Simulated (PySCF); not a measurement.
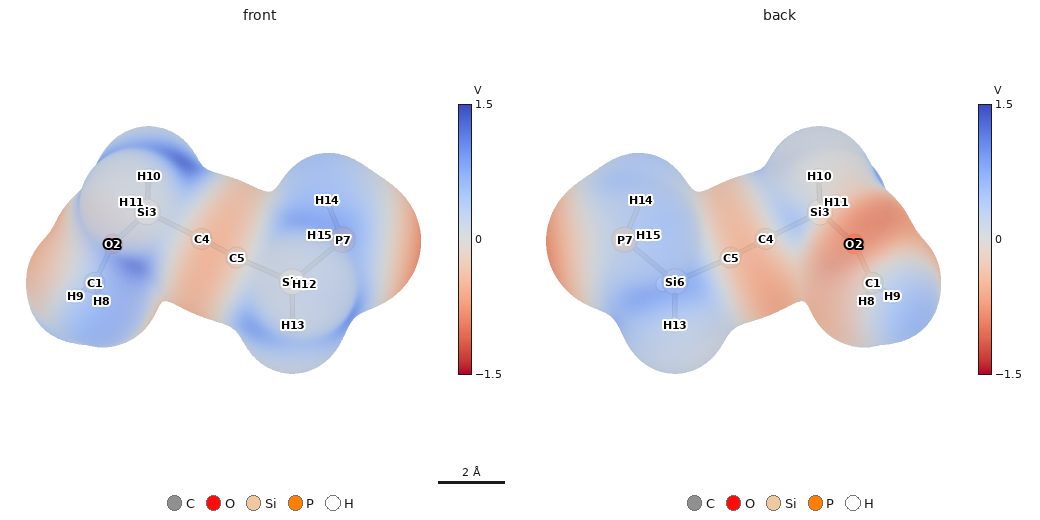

Figure. C3H8OPSi2 (doublet). The molecular electrostatic potential painted on the density surface at 0.001 e/bohr³, seen from the front and from behind; the colour scale runs from red (negative) to blue (positive).

Geometry: GFN2-xTB.

The calculation used UKS B3LYP, pcH-1 on C H O P Si, non-relativistic, mean-field spin-orbit, GIAO (PySCF 2.14.0, density-fitted response routines).

```xyz
15

C    -3.5467   -0.6308   -0.4074
O    -2.9062    0.5222   -0.5572
Si   -1.7554    1.3397    0.2637
C    -0.1651    0.3794    0.3256
C     0.8553   -0.2760    0.3373
Si    2.4844   -1.1553    0.3401
P     4.0825    0.0817   -0.6431
H    -3.3545   -1.2613    0.4394
H    -4.2026   -0.9246   -1.2033
H    -1.6550    2.5117   -0.5918
H    -2.1567    1.5716    1.6563
H     2.8909   -1.3749    1.7324
H     2.3657   -2.4103   -0.4094
H     3.7121    1.2713   -0.0415
H     3.3470    0.3637   -1.7798
```

Describe the electrostatic potential map.

Answer. The most negative region (about −0.8 V) lies over O2, the most positive (about +1.1 V) over Si3.
